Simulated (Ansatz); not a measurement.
# What CaGeS3 (model cell, started as cubic perovskite with Ge in the octahedra) distorts into, part 2 of 3

Aim: this structure of CaGeS3 (model cell, started as cubic perovskite with Ge in the octahedra) is to be tested for unstable modes, and one is followed downhill.

Ansatz 0.2.0; DFT PBEsol, scalar-relativistic, plane waves, PAW; PAW set soft_1.

So far, highest frequency on the path or at a solved wavevector (cm⁻¹): step 2 (phonons on a q mesh) 376. Also lowest frequency on the path (cm⁻¹): step 2 -167.

The structure was built from a prototype and need not be the compound's stable phase.

**3. The mode frozen in, largest atomic shift 0 Å**

The mode followed lies at q = (0.25, -0.5, -0.5) with frequency 167.1i cm⁻¹ and is 2-fold degenerate, the softest among the wavevectors solved. At small amplitude the distorted cell has space group no. 69 by a symmetry search on the positions. The undistorted cell that holds it gives the zero of energy on the same k mesh.

System of this step: CaGeS3 (model cell, started as cubic perovskite with Ge in the octahedra). Symmetry: Pm-3m, No. 221, cubic system. The conventional cell has a = 4.701 Å, b = 4.701 Å, c = 4.701 Å, α = 90.00°, β = 90.00°, γ = 90.00°. Nearest to Ca lie 12 S at 3.32 Å. Nearest to Ge lie 6 S at 2.35 Å. S has 2 Ge at 2.35 Å and 4 Ca at 3.32 Å nearest. Nearest to S lie 2 Ge at 2.35 Å and 4 Ca at 3.32 Å. Farther neighbours and most contacts between anions are not listed.

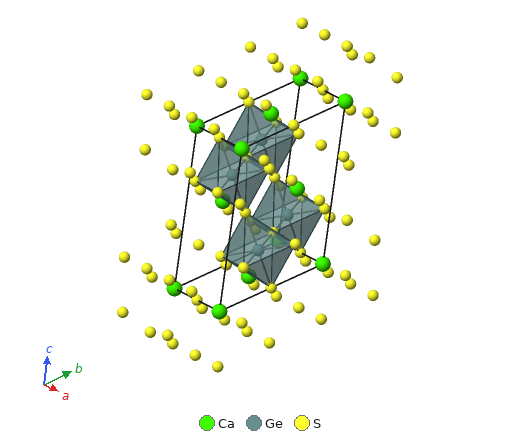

The cell of this step (calcium green, germanium teal, sulfur yellow). Some periodic images of atoms are drawn too.

input.yaml reads:

```yaml
crystal:
  lattice:
    - [0.0, -4.7007771819, -4.7007771819]
    - [0.0, -4.7007771819, 4.7007771819]
    - [-9.4015543637, -4.7007771819, 0.0]
  atoms:
    - { symbol: Ca, position: [0.75, 0.75, 0.5] }
    - { symbol: Ca, position: [0.25, 0.25, 0.5] }
    - { symbol: Ca, position: [0.5, 0.5, 1.0] }
    - { symbol: Ca, position: [0.0, 0.0, 1.0] }
    - { symbol: Ge, position: [0.375, 0.875, 0.25] }
    - { symbol: Ge, position: [0.875, 0.375, 0.25] }
    - { symbol: Ge, position: [0.125, 0.625, 0.75] }
    - { symbol: Ge, position: [0.625, 0.125, 0.75] }
    - { symbol: S, position: [0.125, 0.125, 0.25] }
    - { symbol: S, position: [0.625, 0.625, 0.25] }
    - { symbol: S, position: [0.875, 0.875, 0.75] }
    - { symbol: S, position: [0.375, 0.375, 0.75] }
    - { symbol: S, position: [0.625, 0.125, 0.25] }
    - { symbol: S, position: [0.125, 0.625, 0.25] }
    - { symbol: S, position: [0.375, 0.875, 0.75] }
    - { symbol: S, position: [0.875, 0.375, 0.75] }
    - { symbol: S, position: [0.5, 0.0, 0.0] }
    - { symbol: S, position: [0.0, 0.5, 0.0] }
    - { symbol: S, position: [0.25, 0.75, 0.5] }
    - { symbol: S, position: [0.75, 0.25, 0.5] }
kpoints:
  mp_grid: { grid: [6, 6, 6] }
hamiltonian:
  xc: pbesol
  pseudopotentials: { kind: paw, azcp: { folder: soft_1 }, xc_functional: pbe }
scf:
  occupations: { method: methfessel_paxton, width: 0.2 }
output:
  forces: true
  stress: true
  eigenvalues: true
```

The run is started by

```console
> ansatz run input.yaml --threads 4 --pin off --max-ram 16384MiB --backend cpu --events-out ev --progress --plain --runs-dir out
```

Numbers of over 12 decimals in the logs are rounded to 6 here.

The log of the run:

```text
[...]
Crystal: 20 atoms, lattice volume = 415.498 Å³
Basis set: ecut = 420 eV, 8127 PW (Γ), exchange–correlation on 90×90×144 points (8 copies of the dense FFT grid, shifted against one another)
Bands: 104, of which v1, the nominal top of the filled ones, is band 84 counted from 1 (83 counted from 0)
Symmetry: 64 space group operations
[...]
k-points: 30 of 216
[...]
k-point 0: bands = [... 80 lower, 6.6541, 6.6541, 6.6541, 7.6024, 7.6024, 8.3874, 9.8400, 10.0302, ... 16 higher]
  k-point 1: bands = [... 80 lower, 6.3834, 7.1453, 7.1453, 7.5673, 7.6388, 7.7223, 9.9430, 9.9758, ... 16 higher]
  k-point 2: bands = [... 80 lower, 6.3145, 6.7925, 7.5225, 7.5225, 7.5423, 7.6663, 9.8165, 9.8165, ... 16 higher]
  k-point 29: bands = [... 80 lower, 6.1218, 6.2205, 7.1351, 7.4248, 8.4092, 8.4713, 8.8394, 9.2837, ... 16 higher]
[key lines of the parts left out:]
SCF converged after 10 iterations
Free energy (F): -34821.171863 eV
Fermi energy:    7.173995 eV
P = ⅓ Tr σ = 0.0966 GPa (0.966 kbar)
```

Elapsed: 39 s, on 4 threads of Arm Neoverse V1, shared host; peak memory 1.7 GiB; 2.6 min of CPU time.

Numbers from this step:

```yaml
pressure: 0.09655 GPa
energy_from_the_undistorted_cell: 0 meV/atom
```

The run ends at a pressure of 0.10 GPa.

**4. The mode frozen in, largest atomic shift 0.6 Å**

The atoms are moved along the unstable eigenvector, the largest shift by 0.6 Å, with the cell fixed.

input.yaml reads:

```yaml
crystal:
  lattice:
    - [0.0, -4.7007771819, -4.7007771819]
    - [0.0, -4.7007771819, 4.7007771819]
    - [-9.4015543637, -4.7007771819, 0.0]
  atoms:
    - { symbol: Ca, position: [0.75, 0.75, 0.5] }
    - { symbol: Ca, position: [0.25, 0.25, 0.5] }
    - { symbol: Ca, position: [0.508235661, 0.508235661, 1.0] }
    - { symbol: Ca, position: [-0.008235661, -0.008235661, 1.0] }
    - { symbol: Ge, position: [0.372314813, 0.877685187, 0.25] }
    - { symbol: Ge, position: [0.877685187, 0.372314813, 0.25] }
    - { symbol: Ge, position: [0.127685187, 0.622314813, 0.75] }
    - { symbol: Ge, position: [0.622314813, 0.127685187, 0.75] }
    - { symbol: S, position: [0.1430786573, 0.1430786573, 0.2138426854] }
    - { symbol: S, position: [0.6069213427, 0.6069213427, 0.2861573146] }
    - { symbol: S, position: [0.8930786573, 0.8930786573, 0.7138426854] }
    - { symbol: S, position: [0.3569213427, 0.3569213427, 0.7861573146] }
    - { symbol: S, position: [0.625, 0.125, 0.25] }
    - { symbol: S, position: [0.125, 0.625, 0.25] }
    - { symbol: S, position: [0.375, 0.875, 0.75] }
    - { symbol: S, position: [0.875, 0.375, 0.75] }
    - { symbol: S, position: [0.5638192342, -0.0638192342, 0.0] }
    - { symbol: S, position: [-0.0638192342, 0.5638192342, 0.0] }
    - { symbol: S, position: [0.25, 0.75, 0.5] }
    - { symbol: S, position: [0.75, 0.25, 0.5] }
kpoints:
  mp_grid: { grid: [6, 6, 6] }
hamiltonian:
  xc: pbesol
  pseudopotentials: { kind: paw, azcp: { folder: soft_1 }, xc_functional: pbe }
scf:
  occupations: { method: methfessel_paxton, width: 0.2 }
output:
  forces: true
  stress: true
  eigenvalues: true
```

The log of the run:

```text
[...]
Crystal: 20 atoms, lattice volume = 415.498 Å³
Basis set: ecut = 420 eV, 8127 PW (Γ), exchange–correlation on 90×90×144 points (8 copies of the dense FFT grid, shifted against one another)
Bands: 104, of which v1, the nominal top of the filled ones, is band 84 counted from 1 (83 counted from 0)
Symmetry: 8 space group operations
[...]
k-points: 46 of 216
[...]
k-point 0: bands = [... 80 lower, 6.5858, 6.6910, 6.9356, 7.4119, 7.5085, 7.8714, 9.6261, 9.6495, ... 16 higher]
  k-point 1: bands = [... 80 lower, 6.5635, 6.9944, 7.1226, 7.4015, 7.5176, 7.5276, 9.6015, 9.6675, ... 16 higher]
  k-point 2: bands = [... 80 lower, 6.5684, 6.6203, 7.2892, 7.3865, 7.5585, 7.6434, 9.5261, 9.7127, ... 16 higher]
  k-point 45: bands = [... 80 lower, 6.2176, 6.2609, 6.9371, 7.3443, 8.2343, 8.5572, 8.6021, 9.3492, ... 16 higher]
[key lines of the parts left out:]
SCF converged after 11 iterations
Free energy (F): -34822.044854 eV
Fermi energy:    7.147339 eV
P = ⅓ Tr σ = -0.2399 GPa (-2.399 kbar)
```

Elapsed: 62 s, on 4 threads; peak memory 2 GiB; 4.1 min of CPU time.

This step gave:

```yaml
pressure: -0.2399 GPa
energy_from_the_undistorted_cell: -43.74 meV/atom
```

The energy, extrapolated to zero smearing, is -43.74 meV/atom against the undistorted cell.

The run ends at a pressure of -0.24 GPa, with forces up to 0.77 eV/Å.

**5. Energy along the mode, all amplitudes (two of the runs are shown above)**

An imaginary frequency means negative curvature, so the energy should fall and then rise again as anharmonic terms take over.

This step gave:

```yaml
depth_at_the_lowest_point_sampled: 43.74 meV/atom
largest_atomic_shift_at_that_point: 0.6 Å
```

The energy from the parent by largest atomic shift:

```
largest atomic shift (Å)  energy from the parent (meV/atom)
                   0.000                                  0
                   0.040                             -0.384
                   0.080                              -1.52
                   0.140                              -4.49
                   0.220                              -10.4
                   0.320                              -19.9
                   0.450                              -32.8
                   0.600                              -43.7
```

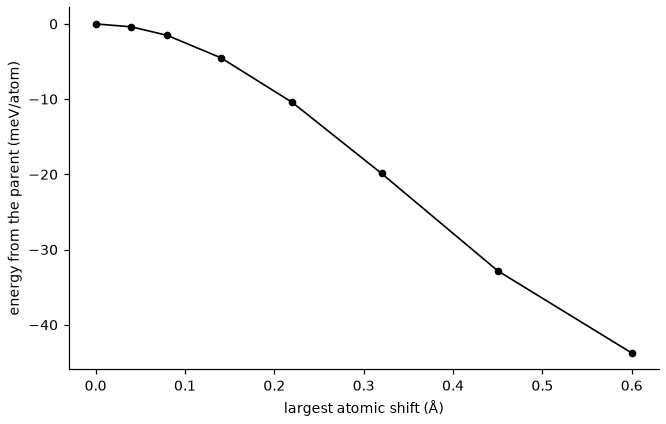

Energy from the parent, plotted against largest atomic shift.

Displacement at unit largest shift by atom:

| atom | x (Å) | y (Å) | z (Å) | size |
| --- | --- | --- | --- | --- |
| Ca1 | 0.00 | 0.00 | 0.00 | 0.00 |
| Ca2 | 0.00 | 0.00 | 0.00 | 0.00 |
| Ca3 | 0.00 | -0.13 | 0.00 | 0.13 |
| Ca4 | 0.00 | 0.13 | 0.00 | 0.13 |
| Ge5 | 0.00 | 0.00 | 0.04 | 0.04 |
| Ge6 | 0.00 | 0.00 | -0.04 | 0.04 |
| Ge7 | 0.00 | 0.00 | -0.04 | 0.04 |
| Ge8 | 0.00 | 0.00 | 0.04 | 0.04 |
| S9 | 0.57 | 0.00 | 0.00 | 0.57 |
| S10 | -0.57 | 0.00 | 0.00 | 0.57 |
| S11 | 0.57 | 0.00 | 0.00 | 0.57 |
| S12 | -0.57 | 0.00 | 0.00 | 0.57 |
| S13 | 0.00 | 0.00 | 0.00 | 0.00 |
| S14 | 0.00 | 0.00 | 0.00 | 0.00 |
| S15 | 0.00 | 0.00 | 0.00 | 0.00 |
| S16 | 0.00 | 0.00 | 0.00 | 0.00 |
| S17 | 0.00 | 0.00 | -1.00 | 1.00 |
| S18 | 0.00 | 0.00 | 1.00 | 1.00 |
| S19 | 0.00 | 0.00 | 0.00 | 0.00 |
| S20 | 0.00 | 0.00 | 0.00 | 0.00 |

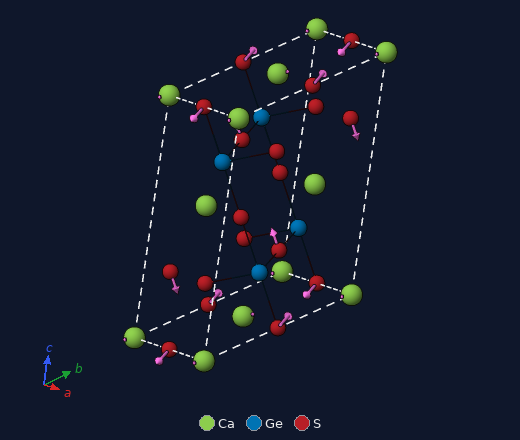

Displacement at unit largest shift as arrows, the longest 1 Å. Some periodic images of atoms are drawn too.

The lowest of the steps tried is the last one, at 0.6 Å, 43.7 meV/atom below the parent; the bottom of the well need not coincide with a step.

(Part 2 of 3 ends here.)

[Logs are printed without paths, hosts, clocks, repeated set-up lines and the standing remarks that a program may print on its own settings, such as how far it seeks lower states.]

[Hosts, paths, dates, database ids (printed as entryN), source tags and the programs' standing remarks are cut or masked in the printed files.]
